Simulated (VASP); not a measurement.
Band structure of BP (zinc blende). These are PBE GGA with D3 dispersion (Becke-Johnson damping), VASP's PBE PAW potentials (set 64) (plane waves; VASP) values and carry that method's errors.

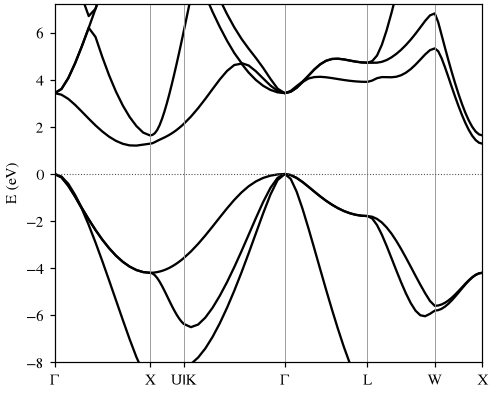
*Bands along high-symmetry lines, zero at the valence-band maximum or, without a gap, the Fermi level*

Task: Read the plot: is there a gap, and where are the band edges?

Result: The gap is indirect, 1.21 eV, from the valence maximum at Γ to the conduction minimum at Γ-X at 0.86. (Edges off the drawn lines would not show.)

The compound is BP in the zinc blende structure. It was relaxed first.
